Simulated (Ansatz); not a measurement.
**C2H3F3O: harmonic frequencies at the relaxed geometry, by script**

At which frequencies does C2H3F3O vibrate? Wanted for C2H3F3O: harmonic frequencies at the relaxed geometry. SMILES: OCC(F)(F)F.

Computed with Ansatz 0.2.0, driven from Python. Level of theory: CAM-B3LYP/def2-SVP.

## 1. Starting point

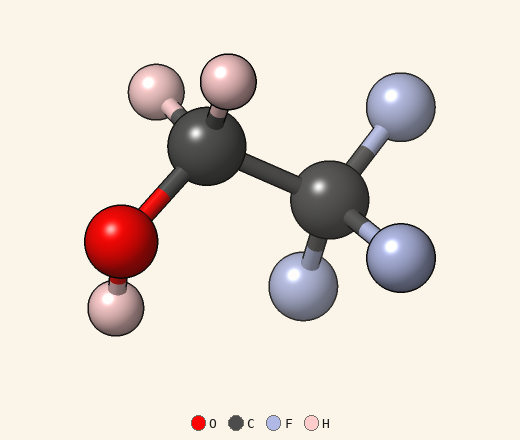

The structure that the script starts from, seen from a chosen angle (oxygen red, carbon dark grey, fluorine light blue, hydrogen pink).

No structure file is read: the coordinates are typed or built in the script.

## 2. Script

c2h3f3o.py

```python
# -*- coding: utf-8 -*-
"""Harmonic frequencies of C2H3F3O at its relaxed geometry."""

import itertools

import ansatz as az
from ase import Atoms
from ase.data import atomic_numbers, covalent_radii
import numpy as np

params = {
    "basis_set": "def2-SVP",
    "xc": "cam_b3lyp",
}


def main():
    atoms = Atoms(["O", "C", "C", "F", "F", "F", "H", "H", "H"], positions=[
        (-1.638, -0.2164, 0.1754),
        (-0.3987, 0.4831, 0.3634),
        (0.8239, -0.2801, -0.14),
        (0.6585, -0.6239, -1.4392),
        (1.9391, 0.477, -0.0537),
        (1.0343, -1.4124, 0.5628),
        (-1.6437, -0.5615, -0.7372),
        (-0.2951, 0.695, 1.4316),
        (-0.4804, 1.4391, -0.1631),
    ])
    mol = az.Crystal.molecule_from_ase(atoms)

    model = mol.calculation().basis(gaussian=params["basis_set"]).functional(params["xc"])
    symbols = [site.symbol for site in mol.cartesian_sites]
    start = np.array([site.position_ang for site in mol.cartesian_sites], dtype=float)
    r = model.relax(force_tolerance=0.003).run().report
    end = np.array(r["positions_ang"])

    # pairs closer than 1.2 times the sum of covalent radii, before or after
    radius = [covalent_radii[atomic_numbers[s]] for s in symbols]
    span = lambda where, i, j: np.linalg.norm(where[i] - where[j])
    bonded = [(i, j) for i, j in itertools.combinations(range(len(symbols)), 2) if min(span(start, i, j), span(end, i, j)) < 1.2 * (radius[i] + radius[j])]
    print("pair        before    after (A)")
    for i, j in bonded:
        print(f"{symbols[i]}{i}-{symbols[j]}{j}".ljust(10), f"{span(start, i, j):8.4f} {span(end, i, j):8.4f}")

    # frequencies need a stationary point, so they are taken at the relaxed geometry
    minimum = az.Crystal.molecule()
    for symbol, place in zip(symbols, end):
        minimum = minimum.atom(symbol, place.tolist())
    vibrating = (
        minimum.calculation()
        .basis(gaussian=params["basis_set"])
        .functional(params["xc"])
        .phonons(temperatures=(298.15, 498.15, 100))
    )
    vib = vibrating.run().report["vibrations"]
    sums = vib["harmonic_sums"]
    modes = [m["omega_inv_cm"] for m in sums["modes_at_gamma"] if m["rigid_motion"] == "no"]
    for number, w in enumerate(modes, start=1):
        print(f"mode {number:2d} {w:9.1f} 1/cm {w / 8065.544 * 1000:8.2f} meV")
    print("imaginary modes:", sum(w < 0 for w in modes), " zero-point energy:", round(sums["zero_point_energy_ev"], 4), "eV")
    print("T (K)   F_vib (eV)   S_vib (meV/K)   C_vib (meV/K)")
    for row in zip(sums["temperatures_k"], sums["vibrational_free_energy_ev"], vib["entropy_ev_per_k"], vib["heat_capacity_ev_per_k"]):
        print(f"{row[0]:6.1f} {row[1]:11.4f} {1000 * row[2]:13.4f} {1000 * row[3]:15.4f}")


if __name__ == "__main__":
    main()
```

## 3. The calls as engine input

The engine receives this input (first run):

```yaml
crystal:
  periodic: [false, false, false]
  atoms:
    - { symbol: O, position_ang: [-1.638, -0.2164, 0.1754] }
    - { symbol: C, position_ang: [-0.3987, 0.4831, 0.3634] }
    - { symbol: C, position_ang: [0.8239, -0.2801, -0.14] }
    - { symbol: F, position_ang: [0.6585, -0.6239, -1.4392] }
    - { symbol: F, position_ang: [1.9391, 0.477, -0.0537] }
    - { symbol: F, position_ang: [1.0343, -1.4124, 0.5628] }
    - { symbol: H, position_ang: [-1.6437, -0.5615, -0.7372] }
    - { symbol: H, position_ang: [-0.2951, 0.695, 1.4316] }
    - { symbol: H, position_ang: [-0.4804, 1.4391, -0.1631] }
basis:
  gaussian:
    orbitals: def2-SVP
hamiltonian:
  xc: cam_b3lyp
relax:
  f_tol: 0.003
```

## 4. Launch

Run with:

```sh
$ python c2h3f3o.py
```

What it wrote:

```text
pair        before    after (A)
O0-C1        1.4354   1.3905
O0-H6        0.9757   0.9658
C1-C2        1.5266   1.5131
C1-H7        1.0939   1.0991
C1-H8        1.0944   1.1062
C2-F3        1.3541   1.3442
C2-F4        1.3507   1.3346
C2-F5        1.3492   1.3301
mode  1     115.5 1/cm    14.32 meV
mode  2     226.4 1/cm    28.07 meV
mode  3     337.9 1/cm    41.89 meV
mode  4     405.9 1/cm    50.33 meV
mode  5     436.1 1/cm    54.07 meV
mode  6     545.6 1/cm    67.65 meV
mode  7     560.4 1/cm    69.48 meV
mode  8     680.3 1/cm    84.34 meV
mode  9     862.3 1/cm   106.91 meV
mode 10     970.1 1/cm   120.27 meV
mode 11    1152.5 1/cm   142.90 meV
mode 12    1192.6 1/cm   147.86 meV
mode 13    1257.4 1/cm   155.90 meV
mode 14    1303.4 1/cm   161.60 meV
mode 15    1341.1 1/cm   166.27 meV
mode 16    1395.6 1/cm   173.03 meV
mode 17    1471.2 1/cm   182.41 meV
mode 18    1481.7 1/cm   183.70 meV
mode 19    3041.9 1/cm   377.15 meV
mode 20    3148.6 1/cm   390.38 meV
mode 21    3846.7 1/cm   476.93 meV
imaginary modes: 0  zero-point energy: 1.5977 eV
T (K)   F_vib (eV)   S_vib (meV/K)   C_vib (meV/K)
 298.1      1.5468        0.4327          0.5832
 398.1      1.4938        0.6285          0.7754
 498.1      1.4213        0.8203          0.9372
```

Wall time 3.8 min (1 thread of Arm Neoverse V1, shared host); peak memory 0.32 GiB.

## 5. Inputs of later runs

The engine's inputs for the other runs:

Run 2, against run 1:

```diff
@@ -4,9 +4,9 @@
-    - { symbol: O, position_ang: [-1.638, -0.2164, 0.1754] }
-    - { symbol: C, position_ang: [-0.3987, 0.4831, 0.3634] }
-    - { symbol: C, position_ang: [0.8239, -0.2801, -0.14] }
-    - { symbol: F, position_ang: [0.6585, -0.6239, -1.4392] }
-    - { symbol: F, position_ang: [1.9391, 0.477, -0.0537] }
-    - { symbol: F, position_ang: [1.0343, -1.4124, 0.5628] }
-    - { symbol: H, position_ang: [-1.6437, -0.5615, -0.7372] }
-    - { symbol: H, position_ang: [-0.2951, 0.695, 1.4316] }
-    - { symbol: H, position_ang: [-0.4804, 1.4391, -0.1631] }
+    - { symbol: O, position_ang: [-1.5739634507064937, -0.28569434167226065, 0.1856971947306411] }
+    - { symbol: C, position_ang: [-0.4166426085085807, 0.4669372065041495, 0.35217677097359634] }
+    - { symbol: C, position_ang: [0.8089849174056328, -0.2784628404088135, -0.12906877228294555] }
+    - { symbol: F, position_ang: [0.6487841763351123, -0.6443629219231548, -1.4125140215682053] }
+    - { symbol: F, position_ang: [1.8942478464525003, 0.4949957675954647, -0.056820078326622794] }
+    - { symbol: F, position_ang: [1.0417846452084663, -1.3840422950308573, 0.5729057023988342] }
+    - { symbol: H, position_ang: [-1.6800689641686688, -0.47833471112399295, -0.7547542596954603] }
+    - { symbol: H, position_ang: [-0.28825342053327196, 0.6733296008415866, 1.424113072972136] }
+    - { symbol: H, position_ang: [-0.4349731414846969, 1.435534535217878, -0.18173560920197399] }
@@ -18,2 +18,5 @@
-relax:
-  f_tol: 0.003
+phonons:
+  temperatures:
+    t_min: 298.15
+    t_max: 498.15
+    t_step: 100.0
```

## 6. Run by run

The 2 runs, in the order started:

| run | kind of run | energy from run 2 (eV) | SCF cycles in all | CPU time (s) |
| --- | --- | --- | --- | --- |
| 1 | relaxation | 0.0000 | 78 | 45 |
| 2 | phonons | 0.0000 | 339 | 180 |

## 7. Path of the relaxation of run 1

Step by step:

```csv
step,E - E(step 1) (eV),largest force component (eV/Å)
1,0.0000,1.3550
2,-0.0907,0.7514
3,-0.1091,0.1873
4,-0.1108,0.0337
5,-0.1108,0.0982
6,-0.1112,0.0120
7,-0.1114,0.0297
8,-0.1114,0.0030
```

Step 1 is the start. Step 5 was tried and not accepted.

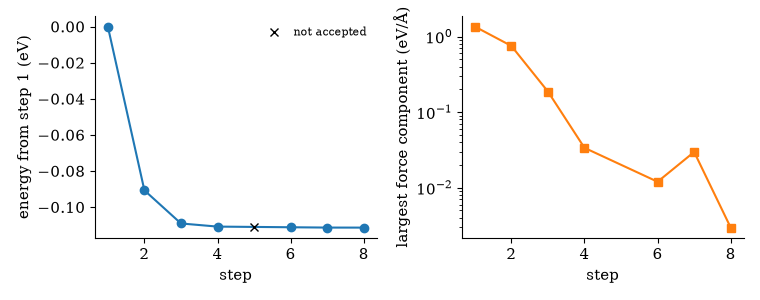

Energy and largest force along the relaxation.

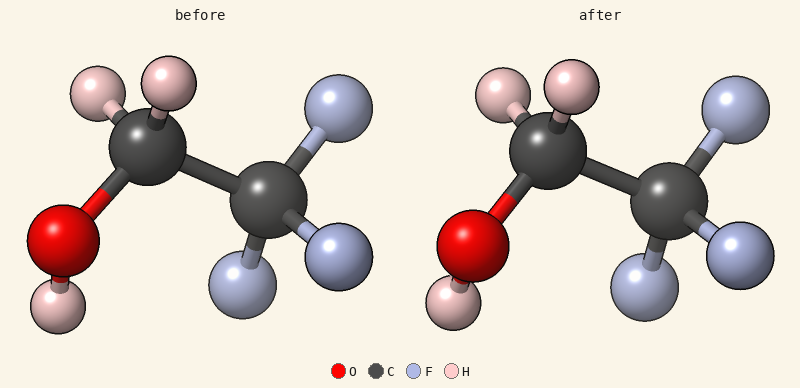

Before and after, at one scale.

Before: Bond lengths: O1–C2 1.435 Å, C2–C3 1.527 Å, C3–F4 1.354 Å, C3–F5 1.351 Å, C3–F6 1.349 Å, O1–H7 0.976 Å, C2–H8 1.094 Å, C2–H9 1.094 Å. Angles: O1–C2–C3 113.9°, O1–C2–H8 107.7°, O1–C2–H9 107.3°, C3–C2–H8 110.1°, C3–C2–H9 109.7°, H8–C2–H9 107.9°, C2–O1–H7 107.5°, C2–C3–F4 110.2°, C2–C3–F5 111.1°, C2–C3–F6 111.9°, F4–C3–F5 107.7°, F4–C3–F6 107.8°, F5–C3–F6 108.0°.

After: Bond lengths: O1–C2 1.391 Å, C2–C3 1.513 Å, C3–F4 1.344 Å, C3–F5 1.335 Å, C3–F6 1.330 Å, O1–H7 0.966 Å, C2–H8 1.099 Å, C2–H9 1.106 Å. Angles: O1–C2–C3 111.7°, O1–C2–H8 108.4°, O1–C2–H9 113.7°, C3–C2–H8 107.9°, C3–C2–H9 106.9°, H8–C2–H9 108.0°, C2–O1–H7 108.4°, C2–C3–F4 110.0°, C2–C3–F5 110.9°, C2–C3–F6 112.5°, F4–C3–F5 107.8°, F4–C3–F6 107.4°, F5–C3–F6 108.1°.

## 8. Harmonic frequencies

Frequencies (cm⁻¹; negative: imaginary): 115, 226, 338, 406, 436, 546, 560, 680, 862, 970, 1153, 1193, 1257, 1303, 1341, 1396, 1471, 1482, 3042, 3149, 3847.

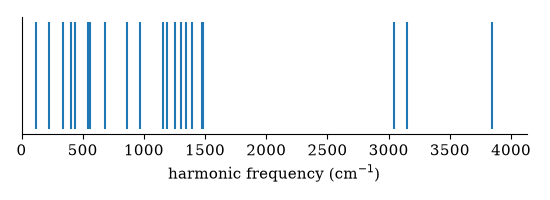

The harmonic frequencies as lines of equal height (no intensities).

## 9. What came out

| quantity | value |
| --- | --- |
| runs compared | 2 |
| moves of the relaxation of run 1 | 6 |
| energy gained in run 1 | 0.111 eV |
| last largest force component of run 1 | 0.0030 eV/Å |
| highest frequency | 3847 cm⁻¹ |
| imaginary modes | 0 |
| zero-point energy | 1.598 eV |

In words: The dearest, run 2 (phonons), took some 4.1 times as long as run 1 (relaxation). Run 1: After 6 moves the largest shift is 0.095 Å, of atom 1 (O). All frequencies are real, so the geometry is a minimum. The values are harmonic; measured fundamentals also hold anharmonic shifts, mostly downward for stretches. The frequencies are harmonic and unscaled, in a modest basis. The result belongs to the one conformer reached from this start, and soft torsions count as harmonic oscillators.
